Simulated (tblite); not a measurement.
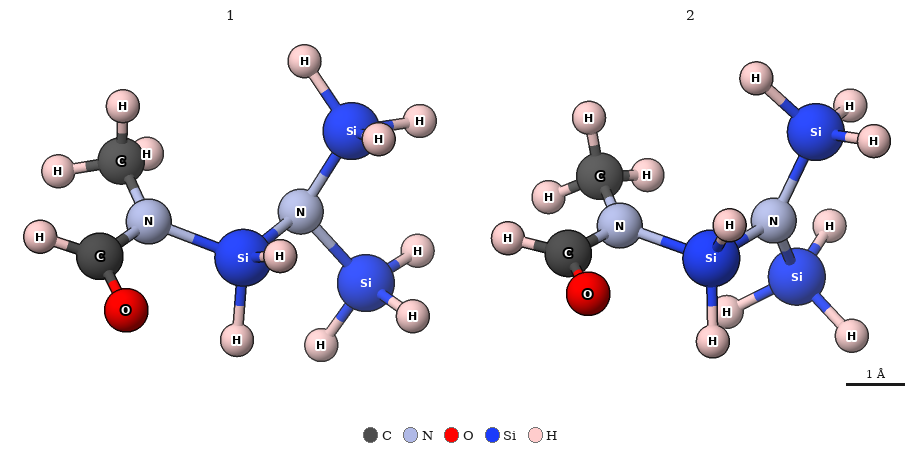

Two geometries of C2H12N2OSi3, drawn at one scale. One is the start of a relaxation, the other its converged end. Style: ball-and-stick. Shown at a tilt.

These are results of tblite 0.8.0, GFN2-xTB geometry optimisation, gas phase, not measurements. 

Question: Which geometry has the lower energy?

Answer: Structure 2 is the relaxed one. The energy falls by 0.976 eV in 129 geometry steps. An H atom moves most after the best rigid fit: 1.12 Å. By element the largest moves are H 1.12 Å, N 0.66 Å, Si 0.58 Å, C 0.55 Å, O 0.30 Å. Among the contacts that change: O–Si 2.861 → 2.580 Å, C–N 1.425 → 1.329 Å, N–Si 1.808 → 1.743 Å, C–O 1.259 → 1.215 Å. Among the angles between lasting bonds that change: Si–N–Si 110.7° → 123.4°, Si–N–Si 106.7° → 118.3°, H–Si–H 106.6° → 117.3°.
